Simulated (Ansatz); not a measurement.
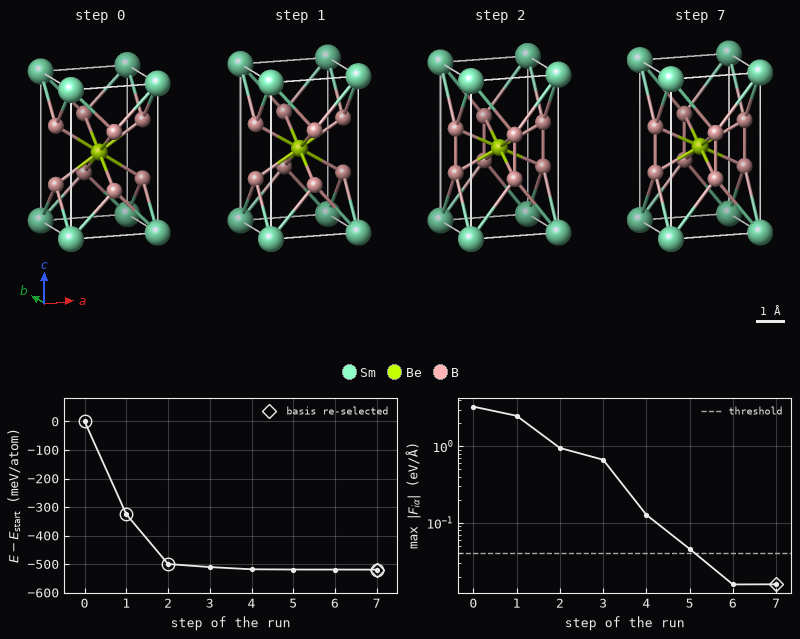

Frames of a relaxation of a crystal of SmBeB4 (a generated structure, set up in P4/mmm) (coarse preliminary run), marked on the history of the run. The picture is a ball-and-stick view of the cell of the calculation, seen slightly off an axis.

Level of theory: Ansatz, DFT PBE, scalar-relativistic, plane waves, PAW; 4f electrons in the core of a trivalent norm-conserving potential.

The input:
```yaml
crystal:
  lattice:
    - [3.35231072, 0.0, 0.0]
    - [0.0, 3.35231072, 0.0]
    - [0.0, 0.0, 5.57601645]
  atoms:
    - { symbol: Sm, position: [0.0, 0.0, 0.0] }
    - { symbol: Be, position: [0.5, 0.5, 0.5] }
    - { symbol: B, position: [0.5, 0.0, 0.69755012] }
    - { symbol: B, position: [0.0, 0.5, 0.30244988] }
    - { symbol: B, position: [0.5, 0.0, 0.30244988] }
    - { symbol: B, position: [0.0, 0.5, 0.69755012] }
basis:
  ecutwfc: 690
kpoints:
  mp_grid: { grid: [6, 6, 4] }
hamiltonian:
  xc: pbe
  pseudopotentials:
    kind: paw
    azcp: { Sm: "pseudopotentials/pbe/nc/lanthanide_3plus/Sm.nc.azcp" }
scf:
  occupations: { method: gaussian, width: 0.1 }
  lower_state_search: "off"
output:
  forces: true
  stress: true
  eigenvalues: true
relax:
  adjacent_minimum: "off"
  f_tol: 0.04
  max_steps: 70
  cell: { stress_tol: 0.4 }
```

Run as
```bash
ansatz run input.yaml --threads 1 --pin off --max-ram 2560MiB --backend cpu --events-out ev --progress --plain --runs-dir out
```

What happens along the run?

Answer. The largest moves relative to the cell, 0.32 Å, are those of B3, B4, B5 and B6. B3 goes along −c. Sm and Be stay in place. The drawn cell changes as follows: a = b 3.352 → 3.447 Å (+2.8 %), c 5.576 → 5.981 Å (+7.3 %); the volume changes by +13.4 %. Among the contacts that change: B3–B5 2.203 → 1.720 Å, Sm1–B3 2.378 → 2.740 Å, Sm1–Sm1 3.352 → 3.447 Å, Be2–B3 2.006 → 1.926 Å. Bond angles that change, for instance: Be2–B6–Be2 113.4° → 127.0°, Sm1–B6–Sm1 89.6° → 78.0°, Sm1–B6–Be2 112.9° → 110.3°. The space group stays P4/mmm (No. 123). After 6 accepted moves (7 points after the start) the energy has fallen by 519 meV per atom. The largest force component goes from 3.3 to 0.016 eV/Å. Pressure: 16.85 GPa at the start and 0.08 GPa at the end. The SCF was repeated once at an unchanged geometry on a basis and grid sized afresh for the cell, which shifted the energy by 0.2 meV per atom at most. Cost: 92 s on 1 thread of Intel(R) Xeon(R) Processor @ 2.50GHz (Skylake/Cascade Lake), with other jobs on the host, peak memory 0.4 GiB. From step 0 to 1: B atoms move most (0.13 Å), volume +6.6 %, energy −325 meV per atom. From step 1 to 2: B atoms move most (0.21 Å), volume +1.0 %, energy −174 meV per atom. From step 2 to 7: B atoms move most (0.02 Å), volume +5.3 %, energy −19.6 meV per atom.

```csv
step,"E − E(0), meV/atom","largest force component, eV/Å","pressure, GPa","volume, Å³/atom",note
0,0.00,3.2991,16.85,10.444,
1,-325.35,2.5035,4.66,11.135,
2,-499.52,0.9528,7.53,11.244,
3,-510.25,0.6686,0.79,11.536,
4,-517.97,0.1277,0.90,11.666,
5,-518.85,0.0459,0.41,11.791,
6,-518.97,0.0158,0.04,11.845,
7,-519.16,0.0158,0.08,11.845,"same geometry, new basis"
```
